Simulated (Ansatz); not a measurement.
## Convergence study of the k-point mesh for ScCd (P4mm, 2 atoms in the cell)

```yaml
crystal:
  lattice:
    - [3.54389, 0.00000, 0.00000]
    - [0.00000, 3.54389, 0.00000]
    - [0.00000, 0.00000, 3.54389]
  atoms:
    - { symbol: Sc, position: [0.50000, 0.50000, 0.51411] }
    - { symbol: Cd, position: [0.00000, 0.00000, 0.00000] }
```

Level of theory: PBEsol, default PAW files made with PBE (plane waves; Ansatz, an electronic-structure program).

Base settings: basis.ecutwfc = 420 eV; kpoints.mp_grid.grid = 9 9 9; hamiltonian.xc = pbesol; hamiltonian.pseudopotentials = {kind: paw} (the program's default PAW files); scf.occupations.method = gaussian; scf.occupations.width = 0.1 eV.

The second cell is the first with its lattice scaled by 0.98.

Only quantities that move along the ladder and can be compared are tabulated.

The count of work is k-points × plane waves × bands × iterations; it is no time. Core times come from one kind of shared machine, to one figure; runs under 30 s give none.

The starting cell comes from a database of computed structures (which also holds hypothetical and non-ambient phases and stackings), without a prior relaxation at this level. Its lattice was rescaled by up to half a per cent. One atom was moved a little off its site on purpose. In the base run, with a pressure of about -3 GPa the cell is away from its equilibrium volume at this level. Ansatz's pressure includes its estimate of the finite-basis (Pulay) stress.

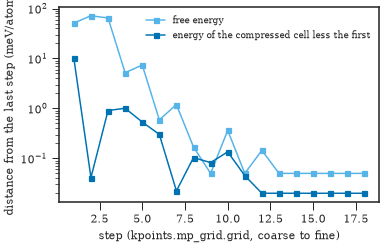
*Distance from the last step along the ladder; very small values are drawn at a floor.*

```tsv
kpoints.mp_grid.grid	free energy less the last step's (meV/atom)	energy of the compressed cell less the first (meV/atom)	pressure (GPa)	largest difference of a force vector from the last step's (eV/Å)	count of work / last	core time / last (rough)
2 2 2	-51.11	-21.09	-4.65	0.089	0.0032	–
3 3 3	71.72	-11.08	-3.32	0.011	0.0028	–
4 4 4	64.51	-10.13	-3.20	0.009	0.0083	–
5 5 5	5.17	-10.03	-3.22	0.010	0.0083	–
6 6 6	-7.39	-11.57	-3.41	0.003	0.018	–
7 7 7	-0.59	-11.34	-3.37	0.004	0.018	–
8 8 8	1.19	-11.01	-3.34	0.000	0.034	–
9 9 9	0.17	-10.93	-3.33	0.000	0.034	–
10 10 10	0.04	-10.95	-3.34	0.001	0.058	–
11 11 11	-0.36	-11.17	-3.36	0.000	0.058	–
12 12 12	0.01	-10.99	-3.34	0.000	0.090	–
13 13 13	0.14	-11.02	-3.34	0.000	0.090	–
16 16 16	0.03	-11.04	-3.34	0.000	0.19	–
18 18 18	-0.02	-11.04	-3.34	0.000	0.25	–
20 20 20	0.01	-11.04	-3.34	0.000	0.33	0.4
22 22 22	-0.01	-11.03	-3.34	0.000	0.43	0.9
25 25 25	0.00	-11.04	-3.34	0.000	0.54	0.6
27 27 27	0.00	-11.04	-3.34	0.000	0.68	1
30 30 30	0.00	-11.04	-3.34	0.000	1.0	1
```

Coarsest kpoints.mp_grid.grid that holds the free energy within 1 meV/atom of the last step, with all finer ones: 9 9 9, at 0.034 of the last step's count of work; the step before is off by 1.2 meV/atom.

Coarsest kpoints.mp_grid.grid that holds the energy of the compressed cell less the first within 2 meV/atom of the last step, with all finer ones: 3 3 3, at 0.0028 of the last step's count of work; the step before is off by 10 meV/atom.

Coarsest kpoints.mp_grid.grid that holds the pressure within 0.5 GPa of the last step, with all finer ones: 3 3 3, at 0.0028 of the last step's count of work; the step before is off by 1.3 GPa.

The energy difference between the two cells stays within 1 meV/atom of the last step's from 6 6 6 on, the total only from 9 9 9 on: much of the error is common to both cells and cancels.

Two neighbours can agree and both be off: 4 4 4 and 5 5 5 differ by 0.10 meV/atom in the energy of the compressed cell less the first, yet lie about 1.0 meV/atom from the last step.

Keys are those of Ansatz 0.2.
